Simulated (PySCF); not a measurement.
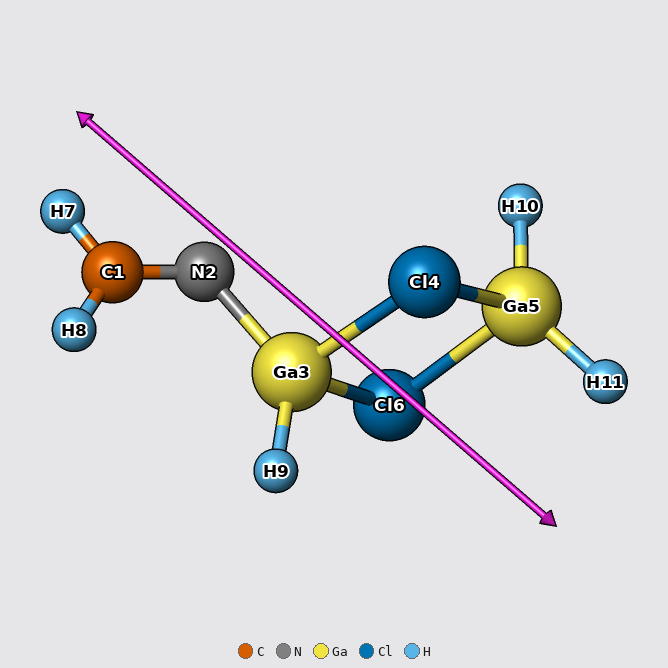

The double arrow shows the direction of the transition dipole to excited singlet state 4 (its length means nothing). The computed structure is the end point of a PBE0-D3(BJ)/def2-SVP optimisation. No frequency run is at hand to confirm it as a minimum. Level of theory: TDDFT CAM-B3LYP/def2-SVPD, vertical, gas phase, core orbitals frozen in the response (PySCF 2.14.0).

Question: How is the transition polarised?

Answer: Nearly parallel to the N2–Ga3 bond.

Question: Where does the transition lie, and how strong is it?

Answer: 6.24 eV (199 nm), oscillator strength 0.098, of mixed character, with the largest part HOMO → LUMO+5 (weight 0.46); transition dipole 2.03 D.
